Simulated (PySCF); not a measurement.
# C13H10: electronic excitations at several levels of theory

How much do the electronic excitations of C13H10 (`c1ccc2c(c1)Cc1ccccc1-2`) depend on the level of theory, and what does each level cost?

The runs use PySCF 2.14.0, with density-fitted response routines of our own; the level of theory stands in each step. All values are computed, except where a source is named. Atoms count from 0, in the outputs and in this text.

### 1 Starting geometry

23 atoms, charge 0, multiplicity 1; geometry from: GFN2-xTB.

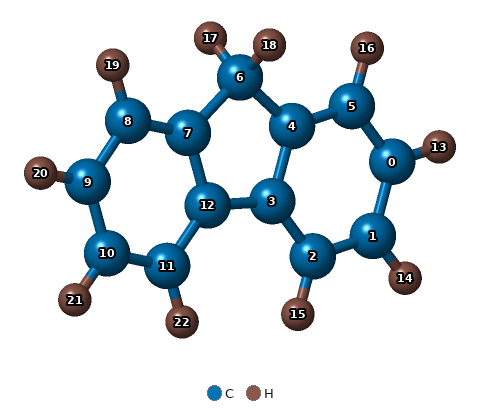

The starting geometry (carbon blue, hydrogen brown), atoms numbered; sticks join atoms by distance.

### 2 Optimising the geometry at PBE0-D3(BJ)/def2-SVP

Job settings and geometry (Å):

```
{"job": {"xc": "PBE0", "basis": "def2-SVP", "d3": "d3bj", "grid": 2, "kind": "geom"}, "charge": 0, "multiplicity": 1}
C      3.429000     0.001390     0.041790
C      2.945160    -1.298120     0.057410
C      1.583030    -1.548850     0.044560
C      0.710430    -0.472970     0.016200
C      1.201820     0.841670     0.002370
C      2.559180     1.082890     0.014760
C      0.064820     1.821880    -0.026160
C     -1.138820     0.924710    -0.027940
C     -2.475560     1.261530    -0.048700
C     -3.420230     0.244410    -0.045340
C     -3.030190    -1.086170    -0.022890
C     -1.689370    -1.432800    -0.001380
C     -0.742330    -0.421440    -0.003250
H      4.495310     0.173940     0.050570
H      3.640790    -2.124320     0.079340
H      1.209880    -2.562140     0.056040
H      2.941650     2.093610     0.003630
H      0.099360     2.455100    -0.916720
H      0.076700     2.481420     0.845240
H     -2.785060     2.296830    -0.067210
H     -4.471560     0.492140    -0.060220
H     -3.782920    -1.861020    -0.021630
H     -1.389350    -2.470010     0.016830
```

Log:

```text
step   0  E = -500.50181258  max force = 0.008930
step   1  E = -500.50380550  max force = 0.003476
step   2  E = -500.50370128  max force = 0.005220
step   3  E = -500.50401229  max force = 0.000508
step   4  E = -500.50400760  max force = 0.000908
step   5  E = -500.50401465  max force = 0.000261
optimisation converged
```

It took 92 s on 8 threads of AMD EPYC 9R14 (Zen 4), shared host.

Along the way: (the energy doesn't fall at every step)

| step | energy from step 0 (eV) | largest force component (eV/Å) |
| --- | --- | --- |
| 0 | 0.0000 | 0.4592 |
| 1 | -0.0542 | 0.1787 |
| 2 | -0.0514 | 0.2684 |
| 3 | -0.0599 | 0.0261 |
| 4 | -0.0597 | 0.0467 |
| 5 | -0.0599 | 0.0134 |

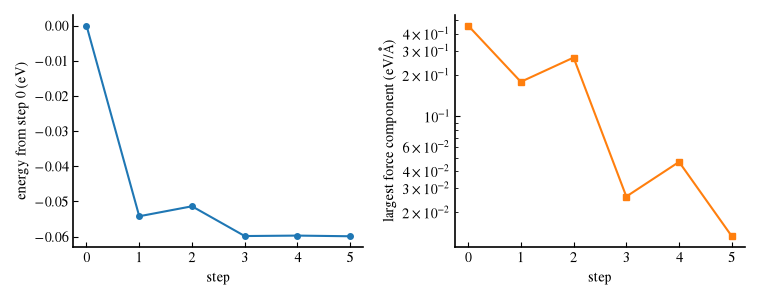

Energy and largest force along the relaxation.

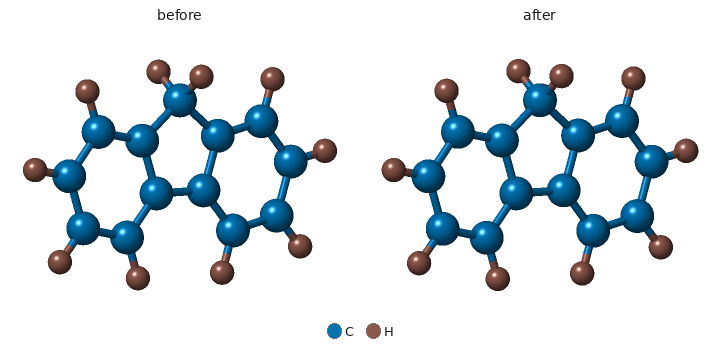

Before and after, at one scale.

Distances of close pairs at the start and the end, largest changes first:

```csv
bond,before (Å),after (Å),change (Å)
C2–H15,1.080,1.093,+0.013
C11–H22,1.080,1.093,+0.013
C5–H16,1.081,1.093,+0.013
C8–H19,1.081,1.093,+0.013
C0–H13,1.080,1.093,+0.012
C9–H20,1.080,1.093,+0.012
C1–H14,1.080,1.093,+0.012
C10–H21,1.080,1.093,+0.012
```

The final coordinates are the input of the step that follows.

```csv
at the end point,value
point group (found at 0.08 Å tolerance),C2v
"rotational constants (GHz, main isotopes)","2.183, 0.587, 0.464"
dipole moment (D),0.57
```

### 3 Excited states and response: CAM-B3LYP/def2-SVPD

Job settings and geometry (Å):

```
{"job": {"kind": "uv", "xc": "CAM-B3LYP", "basis": "def2-SVPD", "nstates": 12, "ntriplets": 4}, "charge": 0, "multiplicity": 1}
C      3.455119    -0.001083     0.042661
C      2.965203    -1.310063     0.056059
C      1.592844    -1.555187     0.042738
C      0.715924    -0.470532     0.015797
C      1.210315     0.848763     0.002374
C      2.579241     1.086996     0.015720
C      0.065981     1.827142    -0.026267
C     -1.145960     0.933464    -0.027998
C     -2.494371     1.268356    -0.049538
C     -3.446400     0.245872    -0.046126
C     -3.052211    -1.094864    -0.021450
C     -1.700845    -1.436846     0.000239
C     -0.748010    -0.417892    -0.003082
H      4.533836     0.172331     0.053391
H      3.665358    -2.148627     0.077193
H      1.213731    -2.579988     0.053283
H      2.968943     2.108372     0.005386
H      0.100764     2.473730    -0.920252
H      0.078866     2.500034     0.848681
H     -2.809735     2.314943    -0.068951
H     -4.509836     0.496151    -0.062914
H     -3.810744    -1.881296    -0.019167
H     -1.396271    -2.486095     0.019526
```

With the program's defaults for keys left out, this is: TDDFT CAM-B3LYP/def2-SVPD, vertical, gas phase, core orbitals frozen in the response.

Log:

```text
coarse grid: 20320 points
cycle   1  E = -500.6430859999  dE =  2.852e+00  |g| = 3.413e-01  |ddm| = 4.559e+01
cycle   2  E = -500.6711337898  dE = -2.805e-02  |g| = 2.170e-01  |ddm| = 9.041e+00
cycle   3  E = -500.6833135124  dE = -1.218e-02  |g| = 5.394e-02  |ddm| = 2.361e+00
cycle   4  E = -500.6838570510  dE = -5.435e-04  |g| = 3.241e-02  |ddm| = 5.983e-01
cycle   5  E = -500.6841453752  dE = -2.883e-04  |g| = 3.820e-03  |ddm| = 2.057e-01
cycle   6  E = -500.6841489597  dE = -3.584e-06  |g| = 1.548e-03  |ddm| = 2.744e-02
final grid: 199424 points
cycle   7  E = -500.7910640474  dE = -5.700e-05  |g| = 3.993e-03  |ddm| = 4.976e-01
cycle   8  E = -500.7910646203  dE = -5.729e-07  |g| = 3.905e-03  |ddm| = 8.788e-02
cycle   9  E = -500.7910686234  dE = -4.003e-06  |g| = 7.541e-04  |ddm| = 3.644e-02
cycle  10  E = -500.7910687568  dE = -1.334e-07  |g| = 2.611e-04  |ddm| = 4.618e-03
cycle  11  E = -500.7910687750  dE = -1.820e-08  |g| = 6.337e-05  |ddm| = 2.274e-03
cycle  12  E = -500.7910687760  dE = -1.029e-09  |g| = 1.176e-05  |ddm| = 5.021e-04
cycle  13  E = -500.7910687761  dE = -4.434e-11  |g| = 4.058e-06  |ddm| = 8.834e-05
converged SCF energy = -500.7910687761

Static polarisability (au): isotropic 149.565, principal 79.500 153.242 215.953

Singlet excitations
state   eV       nm        f      main configurations
  1   4.7849    259.1   0.25564   H->L 0.64, H->L+1 0.18
  2   4.9841    248.8   0.17273   H->L+1 0.59, H->L 0.27, H-2->L 0.09
  3   5.1156    242.4   0.00486   H-1->L 0.53, H->L+2 0.34
  4   6.0254    205.8   0.03079   H-2->L 0.72, H->L+1 0.19
  5   6.0775    204.0   0.00462   H-1->L+1 0.64, H->L+6 0.11, H-3->L 0.08
  6   6.4169    193.2   0.00000   H->L+3 0.86
  7   6.4562    192.0   0.38065   H->L+2 0.59, H-1->L 0.32
  8   6.4729    191.5   0.96239   H-2->L+1 0.72, H-1->L+2 0.19
  9   6.7663    183.2   0.01609   H->L+4 0.90
 10   6.8705    180.5   0.00777   H->L+6 0.68, H-1->L+1 0.15
 11   6.8996    179.7   0.00000   H->L+5 0.88
 12   7.0013    177.1   0.05822   H-3->L 0.71, H-1->L+1 0.13, H-2->L+2 0.10

Triplet excitations (Tamm-Dancoff, eV): 3.4115 4.1887 4.2522 4.5142
```

Run time: 1.7 min. Hardware: 8 threads of AMD EPYC 9R14 (Zen 4), shared host.

The orbitals next to the gap, with their largest atomic shares:

| orbital | eV | atoms |
| --- | --- | --- |
| HOMO−3 | -9.45 | C0 14 %, C9 14 %, C3 13 % |
| HOMO−2 | -8.54 | C2 11 %, C11 11 %, C8 11 % |
| HOMO−1 | -8.24 | C10 10 %, C1 10 %, C8 9 % |
| HOMO | -7.41 | C9 12 %, C0 12 %, C12 12 % |
| LUMO | 0.00 | C0 11 %, C9 11 %, C3 10 % |
| LUMO+1 | 0.52 | C4 10 %, C7 10 %, C10 9 % |
| LUMO+2 | 1.18 | C7 10 %, C4 10 %, C10 10 % |

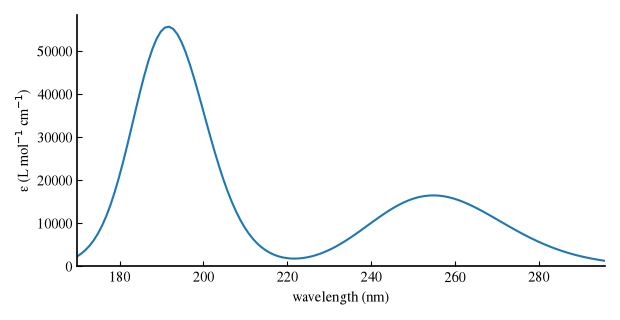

Absorption spectrum: each of the 12 states is a Gaussian band of 0.4 eV half-width at 1/e. Beyond the last state computed it falls off for lack of states.

Further results of this job:

```csv
property,computed
dipole moment (D),0.55
polarisability (Å³),22.16
HOMO–LUMO gap (eV),7.41
−ε(HOMO) (eV),7.41
```

### 4 Excited states and response: PBE0/def2-SVPD

Settings changed since step 3:

```diff
@@ -1,2 +1,2 @@
-{"job": {"kind": "uv", "xc": "CAM-B3LYP", "basis": "def2-SVPD", "nstates": 12, "ntriplets": 4}, "charge": 0, "multiplicity": 1}
+{"job": {"kind": "uv", "xc": "PBE0", "basis": "def2-SVPD", "nstates": 12, "ntriplets": 4}, "charge": 0, "multiplicity": 1}
 C      3.455119    -0.001083     0.042661
```

Method: TDDFT PBE0/def2-SVPD, vertical, gas phase, core orbitals frozen in the response.

Log:

```text
coarse grid: 20320 points
cycle   1  E = -500.3699099980  dE =  2.347e+00  |g| = 3.977e-01  |ddm| = 3.475e+01
cycle   2  E = -500.3752356592  dE = -5.326e-03  |g| = 3.941e-01  |ddm| = 1.001e+01
cycle   3  E = -500.4189010737  dE = -4.367e-02  |g| = 3.953e-02  |ddm| = 3.785e+00
cycle   4  E = -500.4189525097  dE = -5.144e-05  |g| = 3.547e-02  |ddm| = 4.282e-01
cycle   5  E = -500.4192878954  dE = -3.354e-04  |g| = 9.759e-03  |ddm| = 1.728e-01
cycle   6  E = -500.4193132419  dE = -2.535e-05  |g| = 2.569e-03  |ddm| = 4.947e-02
cycle   7  E = -500.4193148153  dE = -1.573e-06  |g| = 4.865e-04  |ddm| = 1.060e-02
final grid: 199424 points
cycle   8  E = -500.4945776139  dE = -5.736e-05  |g| = 7.603e-03  |ddm| = 7.798e-01
cycle   9  E = -500.4945769129  dE =  7.010e-07  |g| = 7.921e-03  |ddm| = 1.869e-01
cycle  10  E = -500.4945944411  dE = -1.753e-05  |g| = 8.262e-04  |ddm| = 7.633e-02
cycle  11  E = -500.4945945807  dE = -1.396e-07  |g| = 3.800e-04  |ddm| = 5.115e-03
cycle  12  E = -500.4945946197  dE = -3.901e-08  |g| = 9.490e-05  |ddm| = 2.278e-03
cycle  13  E = -500.4945946219  dE = -2.246e-09  |g| = 3.392e-05  |ddm| = 5.559e-04
cycle  14  E = -500.4945946222  dE = -2.940e-10  |g| = 6.556e-06  |ddm| = 1.829e-04
converged SCF energy = -500.4945946222

Static polarisability (au): isotropic 151.232, principal 79.177 153.653 220.867

Singlet excitations
state   eV       nm        f      main configurations
  1   4.6237    268.1   0.19049   H->L 0.50, H->L+1 0.35, H-2->L 0.10
  2   4.8070    257.9   0.25817   H->L+1 0.48, H->L 0.44
  3   4.9499    250.5   0.00776   H-1->L 0.63, H->L+2 0.32
  4   5.6603    219.0   0.01170   H-2->L 0.79, H->L+1 0.15
  5   5.7152    216.9   0.01723   H-1->L+1 0.65, H-1->L 0.14, H->L+2 0.13
  6   5.9595    208.0   0.13731   H->L+2 0.47, H-1->L+1 0.24, H-1->L 0.14
  7   6.0268    205.7   0.16227   H-2->L+1 0.81, H-1->L+2 0.16
  8   6.2195    199.3   0.00579   H->L+3 0.58, H-3->L 0.35
  9   6.2551    198.2   0.00000   H->L+4 0.97
 10   6.4624    191.9   0.02660   H-2->L+2 0.48, H-3->L 0.31, H->L+3 0.11
 11   6.5088    190.5   0.00925   H->L+5 0.98
 12   6.5342    189.7   0.81236   H-1->L+2 0.81, H-2->L+1 0.13

Triplet excitations (Tamm-Dancoff, eV): 3.3346 4.0939 4.1414 4.3705
```

Wall time 80 s (8 threads of AMD EPYC 9R14 (Zen 4), shared host).

Key values: HOMO -6.32 eV, LUMO -1.01 eV; lowest singlet 4.62 eV.

### 5 Excited states and response: PBE/def2-SVPD

Settings changed since step 4:

```diff
@@ -1,2 +1,2 @@
-{"job": {"kind": "uv", "xc": "PBE0", "basis": "def2-SVPD", "nstates": 12, "ntriplets": 4}, "charge": 0, "multiplicity": 1}
+{"job": {"kind": "uv", "xc": "PBE", "basis": "def2-SVPD", "nstates": 12, "ntriplets": 4}, "charge": 0, "multiplicity": 1}
 C      3.455119    -0.001083     0.042661
```

Method: TDDFT PBE/def2-SVPD, vertical, gas phase, core orbitals frozen in the response.

Log:

```text
coarse grid: 20320 points
cycle   1  E = -500.2253743511  dE =  1.774e+00  |g| = 6.049e-01  |ddm| = 4.608e+01
cycle   2  E = -500.1247780483  dE =  1.006e-01  |g| = 8.527e-01  |ddm| = 1.528e+01
cycle   3  E = -500.3367512990  dE = -2.120e-01  |g| = 7.936e-02  |ddm| = 8.295e+00
cycle   4  E = -500.3374809545  dE = -7.297e-04  |g| = 5.949e-02  |ddm| = 9.214e-01
cycle   5  E = -500.3383413457  dE = -8.604e-04  |g| = 2.230e-02  |ddm| = 2.934e-01
cycle   6  E = -500.3384647740  dE = -1.234e-04  |g| = 9.325e-03  |ddm| = 1.309e-01
cycle   7  E = -500.3384883128  dE = -2.354e-05  |g| = 1.748e-03  |ddm| = 4.710e-02
cycle   8  E = -500.3384890006  dE = -6.879e-07  |g| = 6.590e-04  |ddm| = 1.032e-02
final grid: 199424 points
cycle   9  E = -500.4424832934  dE = -8.231e-05  |g| = 1.344e-02  |ddm| = 1.250e+00
cycle  10  E = -500.4424332701  dE =  5.002e-05  |g| = 1.885e-02  |ddm| = 3.567e-01
cycle  11  E = -500.4425355016  dE = -1.022e-04  |g| = 1.786e-03  |ddm| = 1.930e-01
cycle  12  E = -500.4425361827  dE = -6.811e-07  |g| = 7.725e-04  |ddm| = 1.179e-02
cycle  13  E = -500.4425363387  dE = -1.559e-07  |g| = 2.912e-04  |ddm| = 5.245e-03
cycle  14  E = -500.4425363611  dE = -2.246e-08  |g| = 5.247e-05  |ddm| = 1.227e-03
cycle  15  E = -500.4425363617  dE = -5.355e-10  |g| = 2.747e-05  |ddm| = 3.606e-04
converged SCF energy = -500.4425363617

Static polarisability (au): isotropic 155.923, principal 80.079 157.382 230.309

Singlet excitations
state   eV       nm        f      main configurations
  1   4.2097    294.5   0.06232   H->L+1 0.61, H->L 0.23, H-2->L 0.14
  2   4.4648    277.7   0.36268   H->L 0.71, H->L+1 0.23
  3   4.4738    277.1   0.00896   H-1->L 0.70, H->L+2 0.27
  4   4.8922    253.4   0.00220   H-1->L+1 0.61, H-2->L+2 0.14, H->L+2 0.14
  5   4.9697    249.5   0.00230   H-2->L 0.63, H->L+1 0.10, H-1->L+2 0.10
  6   5.0496    245.5   0.03211   H-2->L+1 0.54, H-1->L+2 0.28, H-2->L 0.12
  7   5.1345    241.5   0.04817   H->L+2 0.39, H-1->L+1 0.16, H-3->L+1 0.16
  8   5.3491    231.8   0.00516   H->L+3 0.48, H-3->L 0.42
  9   5.7000    217.5   0.00000   H->L+4 1.00
 10   5.8961    210.3   0.02449   H-3->L+1 0.31, H-2->L+3 0.28, H-3->L 0.15
 11   5.8965    210.3   0.00499   H->L+5 1.00
 12   6.0147    206.1   0.00000   H->L+6 1.00

Triplet excitations (Tamm-Dancoff, eV): 3.2803 3.8195 4.0232 4.1779
```

Wall time 50 s (8 threads of AMD EPYC 9R14 (Zen 4), shared host).

This run: HOMO -5.47 eV, LUMO -1.81 eV; lowest singlet 4.21 eV.

### 6 Excited states and response: B3LYP/def2-SVPD

Settings changed since step 5:

```diff
@@ -1,2 +1,2 @@
-{"job": {"kind": "uv", "xc": "PBE", "basis": "def2-SVPD", "nstates": 12, "ntriplets": 4}, "charge": 0, "multiplicity": 1}
+{"job": {"kind": "uv", "xc": "B3LYP", "basis": "def2-SVPD", "nstates": 12, "ntriplets": 4}, "charge": 0, "multiplicity": 1}
 C      3.455119    -0.001083     0.042661
```

Level: TDDFT B3LYP/def2-SVPD, vertical, gas phase, core orbitals frozen in the response.

Log:

```text
coarse grid: 20320 points
cycle   1  E = -500.9208440710  dE =  2.211e+00  |g| = 4.593e-01  |ddm| = 4.853e+01
cycle   2  E = -500.9145382988  dE =  6.306e-03  |g| = 4.961e-01  |ddm| = 1.338e+01
cycle   3  E = -500.9849416441  dE = -7.040e-02  |g| = 4.548e-02  |ddm| = 5.161e+00
cycle   4  E = -500.9850843271  dE = -1.427e-04  |g| = 3.704e-02  |ddm| = 4.985e-01
cycle   5  E = -500.9854302472  dE = -3.459e-04  |g| = 1.287e-02  |ddm| = 1.915e-01
cycle   6  E = -500.9854753052  dE = -4.506e-05  |g| = 3.781e-03  |ddm| = 7.004e-02
cycle   7  E = -500.9854787723  dE = -3.467e-06  |g| = 5.742e-04  |ddm| = 1.592e-02
final grid: 199424 points
cycle   8  E = -501.0879908761  dE = -7.765e-05  |g| = 5.585e-03  |ddm| = 8.412e-01
cycle   9  E = -501.0879885266  dE =  2.349e-06  |g| = 6.382e-03  |ddm| = 1.416e-01
cycle  10  E = -501.0879997964  dE = -1.127e-05  |g| = 8.291e-04  |ddm| = 6.287e-02
cycle  11  E = -501.0879999528  dE = -1.564e-07  |g| = 3.644e-04  |ddm| = 6.155e-03
cycle  12  E = -501.0879999900  dE = -3.718e-08  |g| = 1.023e-04  |ddm| = 2.838e-03
cycle  13  E = -501.0879999924  dE = -2.437e-09  |g| = 3.124e-05  |ddm| = 5.777e-04
cycle  14  E = -501.0879999926  dE = -2.071e-10  |g| = 1.243e-05  |ddm| = 1.914e-04
converged SCF energy = -501.0879999926

Static polarisability (au): isotropic 152.906, principal 79.878 155.192 223.647

Singlet excitations
state   eV       nm        f      main configurations
  1   4.5100    274.9   0.15272   H->L 0.43, H->L+1 0.41, H-2->L 0.10
  2   4.6927    264.2   0.28430   H->L 0.50, H->L+1 0.43
  3   4.8419    256.1   0.00732   H-1->L 0.63, H->L+2 0.32
  4   5.5000    225.4   0.00875   H-2->L 0.80, H->L+1 0.14
  5   5.5297    224.2   0.01393   H-1->L+1 0.64, H-1->L 0.14, H->L+2 0.14
  6   5.7716    214.8   0.11054   H->L+2 0.44, H-1->L+1 0.24, H-1->L 0.12
  7   5.7950    214.0   0.12020   H-2->L+1 0.76, H-1->L+2 0.21
  8   5.9514    208.3   0.00000   H->L+3 0.98
  9   6.0056    206.4   0.00645   H->L+4 0.57, H-3->L 0.35
 10   6.1972    200.1   0.00867   H->L+5 0.98
 11   6.2961    196.9   0.02168   H-2->L+2 0.47, H-3->L 0.30, H->L+4 0.12
 12   6.3121    196.4   0.00000   H->L+6 0.99

Triplet excitations (Tamm-Dancoff, eV): 3.3500 4.0297 4.1763 4.3332
```

Run time: 82 s. Hardware: 8 threads of AMD EPYC 9R14 (Zen 4), shared host.

This run: HOMO -6.11 eV, LUMO -1.17 eV; lowest singlet 4.51 eV.

### 7 Run by run: electronic excitations

Excitations and ground-state properties, with basis size and wall time:

| run | lowest singlet (eV) | brightest (eV) | f | gap (eV) | α (Å³) | μ (D) | functions | time |
| --- | --- | --- | --- | --- | --- | --- | --- | --- |
| CAM-B3LYP/def2-SVPD | 4.78 | 6.47 | 0.962 | 7.41 | 22.16 | 0.55 | 340 | 1.7 min |
| PBE0/def2-SVPD | 4.62 | 6.53 | 0.812 | 5.31 | 22.41 | 0.57 | 340 | 80 s |
| PBE/def2-SVPD | 4.21 | 4.46 | 0.363 | 3.66 | 23.11 | 0.59 | 340 | 50 s |
| B3LYP/def2-SVPD | 4.51 | 4.69 | 0.284 | 4.95 | 22.66 | 0.55 | 340 | 82 s |

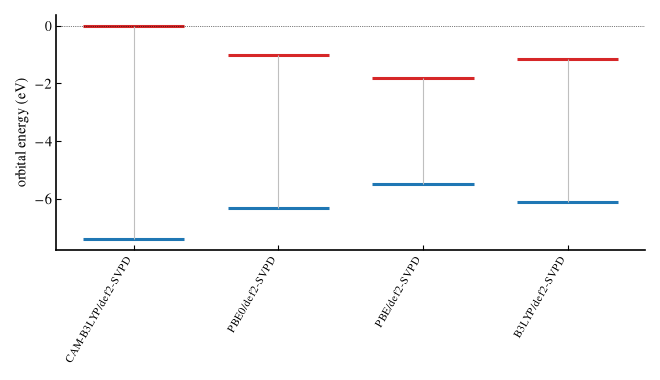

HOMO (blue) and LUMO (red) run by run.

### 8 Summary of results

```
                                quantity                        value
                             point group                          C2v
    rotational constants (main isotopes)         2.18, 0.59, 0.46 GHz
    lowest singlet (CAM-B3LYP/def2-SVPD)  4.78 eV (259 nm), f = 0.256
brightest single state of those computed  state 8, 6.47 eV, f = 0.962
                          lowest triplet                      3.41 eV
             range of the lowest singlet              4.21 to 4.78 eV
```

Single values in the summary come from the first run of each kind that ended normally (CAM-B3LYP/def2-SVPD), which need not be the best level. Relaxing lowered the energy by 0.060 eV in 5 steps; the close pair that moved most is C2–H15, from 1.080 to 1.093 Å. The lowest singlet, at 4.78 eV, is HOMO→LUMO 0.64, HOMO→LUMO+1 0.18 and is bright; of the 12 states computed, the strongest absorption comes from states 7 to 8 together at 6.47 eV. The lowest triplet lies 1.37 eV below the lowest singlet (triplets in Tamm-Dancoff, singlets in full TDDFT). The lowest singlet runs from 4.21 eV (PBE/def2-SVPD) to 4.78 eV (CAM-B3LYP/def2-SVPD), while the orbital gap spans 3.66 to 7.41 eV: the excitation energy moves far less from run to run than the orbital gap does. The lowest state need not be the same one in every run. The runs solved for a few states only, so the brightest column depends on that window.
